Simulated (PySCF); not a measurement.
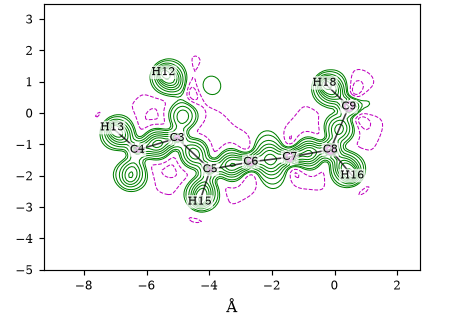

C₉H₁₀, SMILES `C=CC(=C)C=C=C=CC`. Deformation density (molecule less spherical, spin-averaged free atoms) in a plane through 12 of the atoms; contours at ±0.05 to ±0.8 e/Å³; solid green lines: gain, dashed magenta lines: loss.

Method: TPSS/6-311G**; geometry: GFN2-xTB; program: PySCF. No frequency check shows the geometry to be a minimum.

Geometry (Å), atoms numbered from 1:

```
C1       0.6582   -1.8477    0.4243
C2       1.6867   -1.2490   -0.1592
C3       2.0194    0.1741   -0.0712
C4       3.2940    0.5651   -0.2348
C5       0.9943    1.1685    0.1814
C6      -0.3104    0.9705    0.1264
C7      -1.5594    0.8585    0.0799
C8      -2.8581    0.6651    0.0187
C9      -3.4854   -0.6554   -0.2864
H10      0.5017   -2.9095    0.3287
H11     -0.0552   -1.3107    1.0248
H12      2.3978   -1.8417   -0.7225
H13      4.0799   -0.1422   -0.4382
H14      3.5863    1.5990   -0.1616
H15      1.3532    2.1719    0.3850
H16     -3.5341    1.4928    0.1957
H17     -4.1341   -0.5688   -1.1586
H18     -2.7274   -1.4102   -0.4809
H19     -4.1034   -0.9789    0.5525
```

Question: Describe the bonding that the map shows.

Answer: The five largest and four smallest: C4–H13: +0.70 e/Å³ at the bond critical point (bond length 1.08 Å, Mayer order 1.0). C8–H16: +0.69 e/Å³ at the bond critical point (bond length 1.08 Å, Mayer order 0.9). C5–H15: +0.68 e/Å³ at the bond critical point (bond length 1.08 Å, Mayer order 0.9). C9–H18: +0.68 e/Å³ at the bond critical point (bond length 1.09 Å, Mayer order 1.0). C6–C7: +0.68 e/Å³ at the bond critical point (bond length 1.25 Å, Mayer order 2.0). C7–C8: +0.62 e/Å³ at the bond critical point (bond length 1.31 Å, Mayer order 1.7). C5–C6: +0.61 e/Å³ at the bond critical point (bond length 1.32 Å, Mayer order 1.7). C3–C5: +0.51 e/Å³ at the bond critical point (bond length 1.45 Å, Mayer order 1.1). C8–C9: +0.45 e/Å³ at the bond critical point (bond length 1.49 Å, Mayer order 1.0). In all, 4.1 electrons gather in the regions of gain relative to the promolecule.

The PySCF run took 3.6 min on 1 thread of AMD EPYC (Zen 3), on a shared host, peak memory 0.86 GiB.
